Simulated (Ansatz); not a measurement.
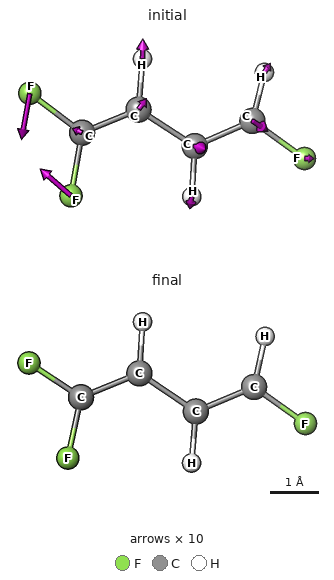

The structure of C$_{4}$H$_{3}$F$_{3}$ (coarse preliminary run) before (top) and after (bottom) a relaxation, at one scale. The purple arrows give the displacements, magnified 10 times.

A ball-and-stick model, seen face on.

The start comes from a force field.

These are results of RKS PBE-D4/def2-SVP (Ansatz), not measurements.

Input file:
```yaml
crystal:
  periodic: [false, false, false]
  atoms:
    - {symbol: F, position_ang: [-0.825900, -2.870600, 0.188200]}
    - {symbol: C, position_ang: [-0.228900, -1.769200, -0.356700]}
    - {symbol: C, position_ang: [-0.341500, -0.571900, 0.232200]}
    - {symbol: C, position_ang: [0.274500, 0.614900, -0.271800]}
    - {symbol: C, position_ang: [0.261900, 1.775700, 0.327100]}
    - {symbol: F, position_ang: [-0.344100, 1.970900, 1.534700]}
    - {symbol: F, position_ang: [0.859900, 2.884900, -0.263300]}
    - {symbol: H, position_ang: [0.201200, -1.989600, -1.308500]}
    - {symbol: H, position_ang: [-0.796900, -0.545800, 1.216300]}
    - {symbol: H, position_ang: [0.765000, 0.561300, -1.234700]}
basis:
  gaussian: {orbitals: def2-SVP}
hamiltonian: {xc: pbe, dispersion: d4}
relax: {f_tol: 0.03, max_steps: 200}
```

Q: Describe what moved and what it gained.

A: F7 moves most after the best rigid fit: 0.10 Å. Largest moves by element: F 0.10 Å, C 0.05 Å, H 0.05 Å. Near-neighbour distances that change, for instance: C5–F7 1.392 → 1.325 Å, C4–C5 1.306 → 1.349 Å, C5–F6 1.365 → 1.327 Å, C2–H8 1.067 → 1.103 Å. Bond angles that change, for instance: F6–C5–F7 116.9° → 110.8°, C4–C5–F7 120.6° → 124.4°, C4–C5–F6 122.5° → 124.8°. The energy falls by 31.4 kJ/mol in 5 geometry steps. The largest force component goes from 3.2 to 0.019 eV/Å. The run took roughly 27 core-seconds on a shared host.
